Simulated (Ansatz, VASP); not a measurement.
# CaSnSeS in two plane-wave programs

Wanted: the spread between two codes on one cell, functional and k mesh. The cell is invented: As first built, before any earlier steps moved the atoms: it takes the CaS structure with some of its atoms replaced by other elements, volume scaled by an estimate. It may not be a known or stable phase. The cell comes out of the VASP series on this material, whose earlier steps may have relaxed, scaled or displaced it; both programs get it as it stands.

Calculated with Ansatz 0.2.0; plane waves, with VASP 6.6.1 beside it; band structure at HSE06.

### 1. The starting structure

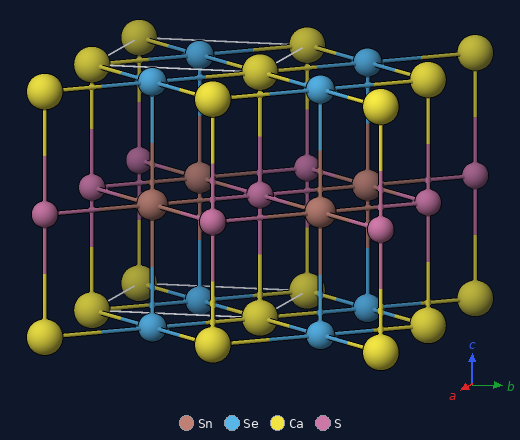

The starting structure, seen slightly off an axis (tin pink, selenium blue, calcium yellow, sulfur pink). 2×2×1 cells are drawn. Some periodic images of atoms are drawn too.

As a file:

```xyz
4
Lattice="4.1139 0.0000 0.0000 0.0000 4.1139 0.0000 0.0000 0.0000 5.8658" Properties=species:S:1:pos:R:3 pbc="T T T"
Sn    2.0569    2.0569    2.9329
Se    2.0569    2.0569    0.0000
Ca    0.0000    0.0000    0.0000
S     0.0000    0.0000    2.9329
```

### 2. VASP: band structure, HSE06

The same path points are solved in both programs, so levels can be compared one by one.

Lines of VASP's logs that name or quote its potential files are left out, and so is its time.

The input, INCAR:

```
SYSTEM = CaSnSeS
PREC = Accurate
ENCUT = 400
EDIFF = 1E-06
NELM = 100
ISMEAR = -1
SIGMA = 0.05
LREAL = .FALSE.
ALGO = Normal
LHFCALC = .TRUE.
AEXX = 0.25
GGA = PE
HFSCREEN = 0.2
LASPH = .TRUE.
NBANDS = 24
PRECFOCK = Fast
LORBIT = 11
LWAVE = .FALSE.
LCHARG = .FALSE.
KPAR = 2
```

The input, POSCAR:

```
CaSnSeS
1.0
    4.1138576934      0.0000000000      0.0000000000
    0.0000000000      4.1138576934      0.0000000000
    0.0000000000      0.0000000000      5.8657964086
Sn Se Ca S
1 1 1 1
Direct
    0.5000000000      0.5000000000      0.5000000000
    0.5000000000      0.5000000000      0.0000000000
    0.0000000000      0.0000000000      0.0000000000
    0.0000000000      0.0000000000      0.5000000000
```

The input, KPOINTS:

```
Automatic mesh
0
Gamma
4 4 3
0 0 0
```

The input, KPOINTS_OPT:

```
Line mode
6
Line-mode
Reciprocal
  0.00000000   0.00000000   0.00000000 GAMMA
  0.00000000   0.50000000   0.00000000 X

  0.00000000   0.50000000   0.00000000 X
  0.50000000   0.50000000   0.00000000 M

  0.50000000   0.50000000   0.00000000 M
  0.00000000   0.00000000   0.00000000 GAMMA

  0.00000000   0.00000000   0.00000000 GAMMA
  0.00000000   0.00000000   0.50000000 Z

  0.00000000   0.00000000   0.50000000 Z
  0.00000000   0.50000000   0.50000000 R

  0.00000000   0.50000000   0.50000000 R
  0.50000000   0.50000000   0.50000000 A

  0.50000000   0.50000000   0.50000000 A
  0.00000000   0.00000000   0.50000000 Z

  0.00000000   0.50000000   0.00000000 X
  0.00000000   0.50000000   0.50000000 R

  0.50000000   0.50000000   0.00000000 M
  0.50000000   0.50000000   0.50000000 A
```

PAW data sets: Sn_d, Se, Ca_sv and S (PBE family, release 64).

Started as:

```sh
$ mpirun -np 2 vasp_std
```

Numbers of over 12 decimals in the logs are rounded to 6 here.

The log of the run:

```text
[banner, memory and clock lines left out]
running    2 mpi-ranks, on    1 nodes
 distrk:  each k-point on    1 cores,    2 groups
 distr:  one band on    1 cores,    1 groups

 POSCAR found type information on POSCAR SnSeCaS
 POSCAR found :  4 types and       4 ions
 LDA part: xc-table for (Slater+PW92), standard interpolation
 found WAVECAR, reading the header
 POSCAR, INCAR and KPOINTS ok, starting setup
 FFT: planning ... GRIDC
 FFT: planning ... GRID_SOFT
 FFT: planning ... GRID
 reading WAVECAR
 the WAVECAR file was read successfully
 initial charge from wavefunction
 entering main loop
       N       E                     dE             d eps       ncg     rms          rms(c)
DAV:   1    -0.212620723491E+02   -0.21262E+02   -0.84433E-01   672   0.645E+00    0.192E+00
DAV:   2    -0.212717760632E+02   -0.97037E-02   -0.50940E-02   808   0.181E+00    0.121E+00
DAV:   3    -0.212690463693E+02    0.27297E-02   -0.49504E-03   808   0.536E-01    0.733E-01
DAV:   4    -0.212683020870E+02    0.74428E-03   -0.16120E-03   832   0.250E-01    0.427E-01
DAV:   5    -0.212681281008E+02    0.17399E-03   -0.37041E-04   920   0.110E-01    0.240E-01
DAV:   6    -0.212680592453E+02    0.68856E-04   -0.58692E-05   832   0.487E-02    0.130E-01
DAV:   7    -0.212680349885E+02    0.24257E-04   -0.18685E-05   760   0.253E-02    0.688E-02
DAV:   8    -0.212680276336E+02    0.73549E-05   -0.57204E-06   632   0.142E-02    0.364E-02
DAV:   9    -0.212680255636E+02    0.20700E-05   -0.19801E-06   576   0.924E-03    0.198E-02
DAV:  10    -0.212680252030E+02    0.36061E-06   -0.69223E-07   512   0.625E-03
   1 F= -.21268025E+02 E0= -.21268013E+02  d E =-.241511E-04
 Start KPOINTS_OPT (optional k-point list driver)
k-point batch [1-12\54]
       N       E                     dE             ncg
DAV:   1    -0.598432098331E+03   -0.82895E+04      584
DAV:   2    -0.439514120574E+04   -0.37967E+04      616
DAV:   3    -0.482439007021E+04   -0.42925E+03      728
DAV:   4    -0.485396014423E+04   -0.29570E+02      976
DAV:   5    -0.485492516070E+04   -0.96502E+00      888
DAV:   6    -0.485495797143E+04   -0.32811E-01      920
DAV:   7    -0.485495887610E+04   -0.90466E-03      840
DAV:   8    -0.485495890272E+04   -0.26622E-04      768
DAV:   9    -0.485495890359E+04   -0.87291E-06      504
[...]
k-point batch [49-54\54]
       N       E                     dE             ncg
DAV:   1     0.454315992428E+04   -0.69395E+04      288
DAV:   2     0.262236635644E+04   -0.19208E+04      320
DAV:   3     0.241563637558E+04   -0.20673E+03      328
DAV:   4     0.240426861337E+04   -0.11368E+02      472
DAV:   5     0.240384561389E+04   -0.42300E+00      448
DAV:   6     0.240383245057E+04   -0.13163E-01      416
DAV:   7     0.240383212255E+04   -0.32802E-03      432
DAV:   8     0.240383211057E+04   -0.11976E-04      344
DAV:   9     0.240383211018E+04   -0.38698E-06      264
```

OUTCAR, selected parts (step 2):

```text
ion  position               nearest neighbor table
   1  0.500  0.500  0.500-   4 2.91   4 2.91   4 2.91   4 2.91   2 2.93   2 2.93
   2  0.500  0.500  0.000-   3 2.91   3 2.91   3 2.91   3 2.91   1 2.93   1 2.93
   3  0.000  0.000  0.000-   2 2.91   2 2.91   2 2.91   2 2.91   4 2.93   4 2.93
   4  0.000  0.000  0.500-   1 2.91   1 2.91   1 2.91   1 2.91   3 2.93   3 2.93

  LATTYP: Found a simple tetragonal cell.
 ALAT       =     4.1138576934
 C/A-ratio  =     1.4258627414

 Subroutine GETGRP returns: Found 16 space group operations
 (whereof 16 operations were pure point group operations)

The static configuration has the point symmetry D_4h.

 Found     12 irreducible k-points:

   k-points           NKPTS =     12   k-points in BZ     NKDIM =     48   number of bands    NBANDS=     24

   dimension x,y,z NGX =    28 NGY =   28 NGZ =   40
   dimension x,y,z NGXF=    56 NGYF=   56 NGZF=   80

   ENCUT  =  400.0 eV  29.40 Ry    5.42 a.u.   6.71  6.71  9.57*2*pi/ulx,y,z

   NELECT =      36.0000    total number of electrons

 k-points in reciprocal lattice and weights: Automatic mesh
   0.00000000  0.00000000  0.00000000       0.021
   0.25000000  0.00000000  0.00000000       0.083
   0.50000000  0.00000000  0.00000000       0.042
   0.25000000  0.25000000  0.00000000       0.083
   0.50000000  0.25000000  0.00000000       0.083
   0.50000000  0.50000000  0.00000000       0.021
   0.00000000  0.00000000  0.33333333       0.042
   0.25000000  0.00000000  0.33333333       0.167
   0.50000000  0.00000000  0.33333333       0.083
   0.25000000  0.25000000  0.33333333       0.167
   0.50000000  0.25000000  0.33333333       0.167
   0.50000000  0.50000000  0.33333333       0.042

  exchange ACFDT corr.  =         0.00000000  see jH, gK, PRB 81, 115126

 average (electrostatic) potential at core
       1 -95.8847       2 -49.2397       3 -39.7981       4 -82.5673

 E-fermi :   5.5011

 k-point     1 :       0.0000    0.0000    0.0000
  band No.  band energies     occupation
    ...
     14       1.1520      2.00000
     15       1.1520      2.00000
     16       2.7341      2.00000
     17       2.8999      2.00000
     18       2.8999      2.00000
     19       6.7767      0.00000
     20       8.5046      0.00000
     21       9.1388      0.00000
     22       9.1388      0.00000
     23       9.2765      0.00000
    ...

 k-point     2 :       0.2500    0.0000    0.0000
  band No.  band energies     occupation
    ...
     14       1.0554      2.00000
     15       1.5022      2.00000
     16       2.2815      2.00000
     17       2.5370      2.00000
     18       3.2300      2.00000
     19       8.0458      0.00000
     20       8.6086      0.00000
     21       8.9910      0.00000
     22       9.0706      0.00000
     23       9.4076      0.00000
    ...

 k-point     3 :       0.5000    0.0000    0.0000
  band No.  band energies     occupation
    ...
     14       0.1088      2.00000
     15       1.6208      2.00000
     16       1.7794      2.00000
     17       2.4242      2.00000
     18       4.8406      2.00000
     19       6.5086      0.00000
     20       7.5291      0.00000
     21       9.4375      0.00000
     22       9.7446      0.00000
     23       9.7750      0.00000
    ...

  energy-cutoff  :      400.00
  volume of cell :       99.27
      direct lattice vectors                 reciprocal lattice vectors
     4.113857693  0.000000000  0.000000000     0.243080844  0.000000000  0.000000000
     0.000000000  4.113857693  0.000000000     0.000000000  0.243080844  0.000000000
     0.000000000  0.000000000  5.865796409     0.000000000  0.000000000  0.170479834

 POSITION                                       TOTAL-FORCE (eV/Angst)
 -----------------------------------------------------------------------------------
      2.05693      2.05693      2.93290         0.000000      0.000000      0.000000
      2.05693      2.05693      0.00000         0.000000      0.000000      0.000000
      0.00000      0.00000      0.00000         0.000000      0.000000      0.000000
      0.00000      0.00000      2.93290         0.000000      0.000000      0.000000
 -----------------------------------------------------------------------------------
    total drift:                               -0.000001     -0.000000      0.000001

  FREE ENERGIE OF THE ION-ELECTRON SYSTEM (eV)
  ---------------------------------------------------
  free  energy   TOTEN  =       -21.2680252030 eV

  energy  without entropy=      -21.2680010519  energy(sigma->0) =      -21.26801313

 total charge
# of ion       s       p       d       tot
------------------------------------------
    1        1.450   0.635  10.003  12.088
    2        1.462   2.499   0.015   3.976
    3        2.029   5.859   0.204   8.093
    4        1.334   2.380   0.000   3.714
--------------------------------------------------
tot          6.276  11.372  10.222  27.870

[... 3 further parts left out ...]
```

[end of part 1 of 2]

[Lines on the potential files, build, host, timing and source positions are cut from VASP's logs without a mark.]

[Logs are printed without paths, hosts, clocks, repeated set-up lines and the standing remarks that a program may print on its own settings, such as how far it seeks lower states.]

[Hosts, paths, dates, database ids (printed as entryN), source tags and the programs' standing remarks are cut or masked in the printed files.]
